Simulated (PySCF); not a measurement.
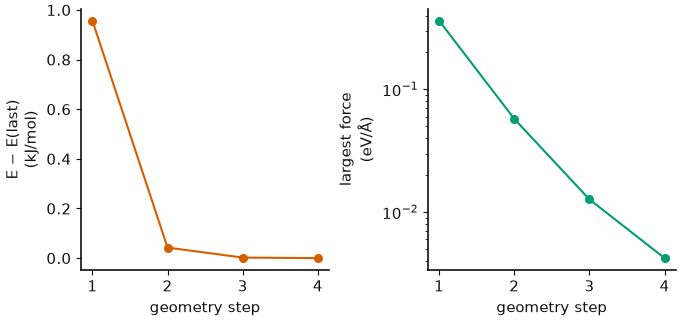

History of a geometry optimisation.

Ethyl bromide (SMILES CCBr); PBE0-D3(BJ)/def2-SVP, geometry optimisation (PySCF 2.14.0, density fitting).

How did it end, and what did it gain?

Answer. The optimisation met its thresholds at geometry 4, counting the start as the first. The energy fell by about 0.96 kJ/mol from the first step to the last. The largest force goes from about 0.36 eV/Å at the start to 4 × 10⁻³ eV/Å at the end.
